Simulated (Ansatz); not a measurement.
Hypothetical diamond Sb: pressure series

Take Sb in the diamond structure (space group Fd-3m, No. 227; a hypothetical phase, not in the database extracts checked) as the base.

```
CELL_PARAMETERS angstrom
      0.00000     3.43361     3.43361
      3.43361     0.00000     3.43361
      3.43361     3.43361     0.00000
ATOMIC_POSITIONS crystal
  Sb 0.75000 0.75000 0.75000
  Sb 0.50000 0.50000 0.50000
```

Cell and atoms are relaxed at each pressure.

Method: PBEsol (Ansatz, a quantum-chemistry and plane-wave program), no SOC.

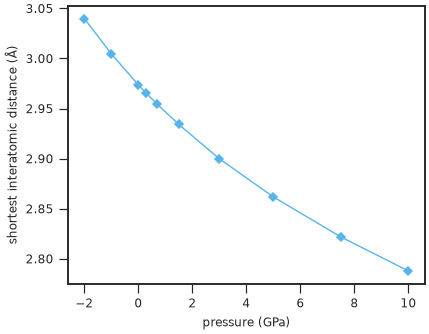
Figure. Shortest interatomic distance against pressure

**Question.** From the plot, what is the shortest interatomic distance for pressure 3 GPa?

**Answer.** About 2.90 Å.

**Question.** Is the trend monotonic over the range shown?

**Answer.** Yes, it falls throughout, spanning 2.788 Å to 3.040 Å.

Load acts through the strain it causes; cell and atoms are relaxed under it. Stability against distortions was not tested. Competing high-pressure phases were not computed.
